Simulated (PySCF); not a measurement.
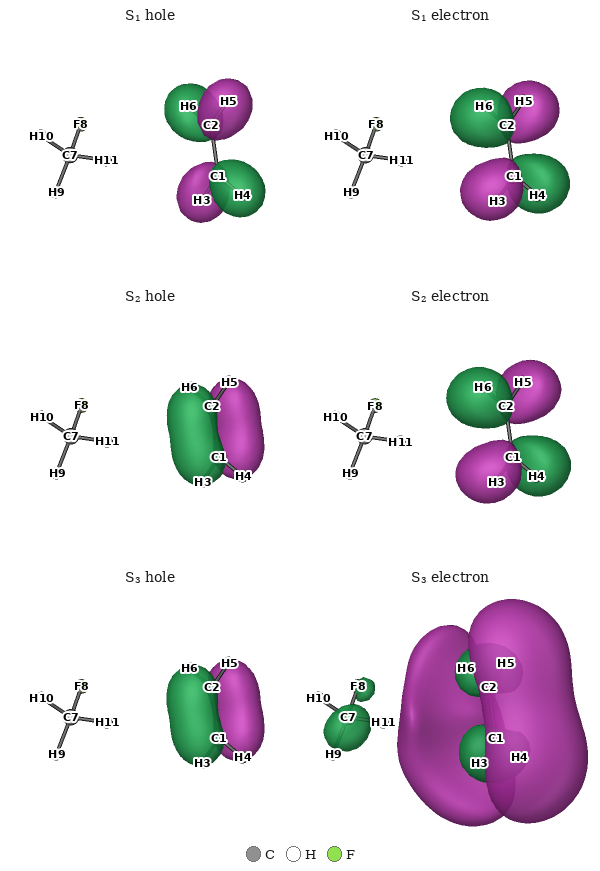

C₃H₇F, SMILES `C=C.CF`. Leading natural transition orbitals (TDA singlet states).

Computed with PySCF, BHandHLYP/def2-SVP, geometry: GFN2-xTB. The pair's geometry is semi-empirical, so its contact may be too short or too long. Without diffuse functions Rydberg states are missing, so the states' numbers hold for this basis only.

Coordinates in Å:

```
C1      -2.0768    0.5399   -0.2797
C2      -1.7828   -0.6233    0.2634
H3      -1.5831    0.8923   -1.1709
H4      -2.8267    1.1943    0.1351
H5      -2.2772   -0.9787    1.1533
H6      -1.0328   -1.2744   -0.1548
C7       1.7289    0.5754    0.3276
F8       1.6994   -0.5977   -0.3697
H9       2.0724    1.3599   -0.3476
H10      2.4194    0.4536    1.1627
H11      0.7178    0.7803    0.6818
```

Question: Describe these excited states.

Answer: By state:
- S₁: 8.68 eV (143 nm), f = 0.001 (very weak); the leading pair carries 97 %; hole on C2 (26 %), C1 (25 %) and H3, H4, H5 and H6 (12 % each), electron on C1 and C2 (38 % each) and H3, H4, H5 and H6 (6 % each); their centroids lie 0.0 Å apart.
- S₂: 8.79 eV (141 nm), f = 0.548 (bright); the leading pair carries 93 %; hole on C1 and C2 (41 % each), electron on C1 and C2 (37 % each) and H3, H4, H5 and H6 (6 % each); their centroids lie 0.0 Å apart.
- S₃: 8.94 eV (139 nm), f = 0.038; the leading pair carries 99 %; hole on C1 and C2 (42 % each), electron on H4 (19 %), C1 (17 %) and H3 and H5 (15 % each); their centroids lie 0.4 Å apart.

Run time: 2.2 min on 1 thread of Arm Neoverse V1 (shared host), peak memory 0.54 GiB.
